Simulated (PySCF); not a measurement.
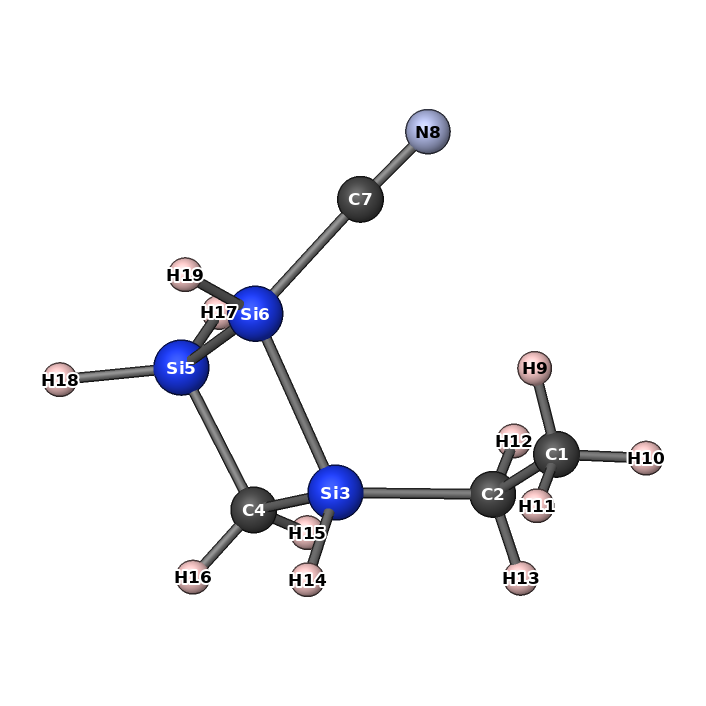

The questions are on isotropic NMR shieldings of the C atoms. The computed structure is the end point of a GFN2-xTB optimisation. No frequency run is at hand to confirm it as a minimum. Properties computed with GIAO PBE0/pcSseg-1 NMR shielding, non-relativistic, gas phase (PySCF 2.14.0).

Q: Which C atom is the most shielded (lowest chemical shift)?

A: C4 (189.4 ppm).

Q: Which C atom is the least shielded (highest chemical shift)?

A: C7 (64.3 ppm).

Q: How wide is the range of C shifts?

A: 125.1 ppm.

List the isotropic NMR shieldings of the C atoms.

```csv
atom,σ (ppm)
C1,176.3
C2,175.7
C4,189.4
C7,64.3
```

The geometry is semi-empirical. Around Si such bond lengths and angles can be off by a tenth of an ångström or more and by several degrees, and values that hang on the shape move with them.
